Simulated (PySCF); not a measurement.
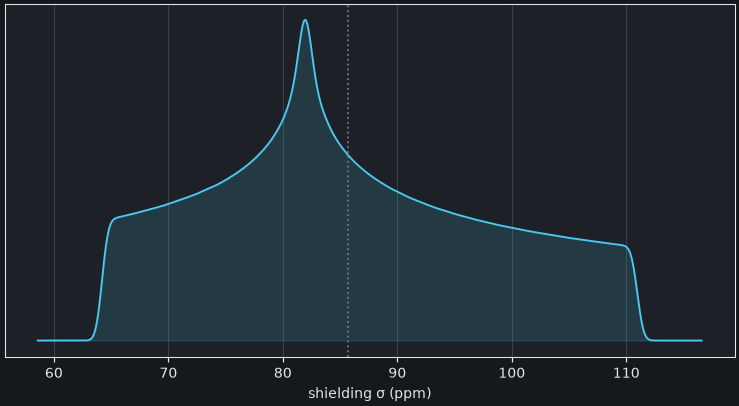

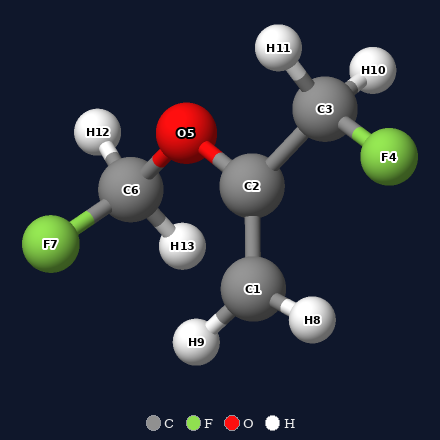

Static powder pattern (¹³C) from GIAO shielding tensors of C₄H₆F₂O, SMILES C=C(CF)OCF, BHandHLYP/pcSseg-1 with PySCF 2.14.0, at a PBE0-D3(BJ)/def2-SVP geometry (no frequency check); absolute shielding, one fixed geometry of the isolated molecule without any motion, no dipolar terms. The dotted line is the isotropic value; skew is 3(σiso − σ22)/span.

### The pattern belongs to C6. Give the principal values, span and skew.

C6: σ11, σ22, σ33 = 64, 82, 111 ppm, isotropic 86, span 47 ppm, skew 0.24.

Caveats: one conformer of a flexible molecule.
